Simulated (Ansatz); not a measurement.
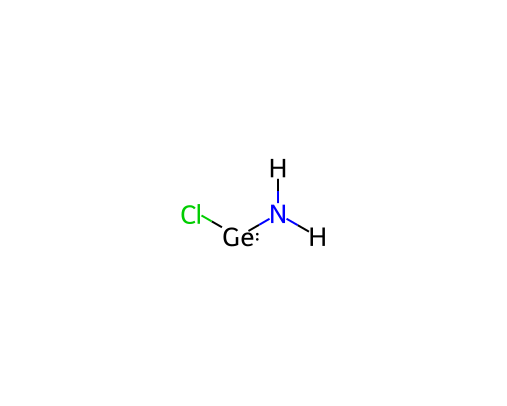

The drawing above gives the connectivity. The computed structure is the end point of a PBE0-D4/def2-TZVP optimisation.

Describe the 3D structure.

It has 5 atoms: 1 chlorine, 1 germanium, 2 hydrogen and 1 nitrogen (ClGeH₂N). Its SMILES string is `[NH2][Ge][Cl]`. This geometry has Cs symmetry. All atoms lie on one plane. Coordination: 1 N trigonal planar; 1 Ge bent.

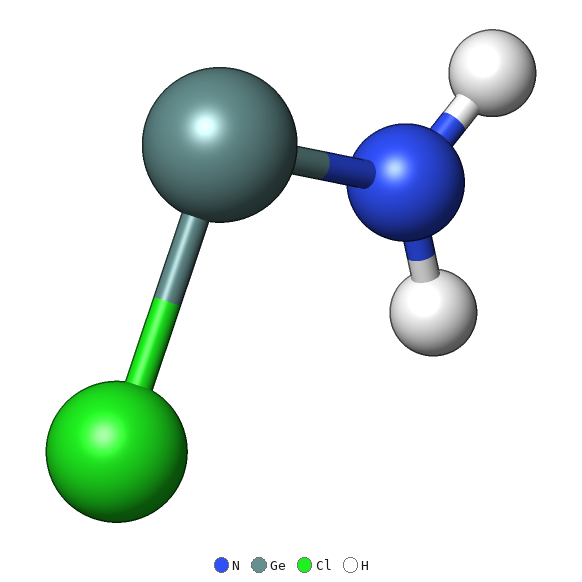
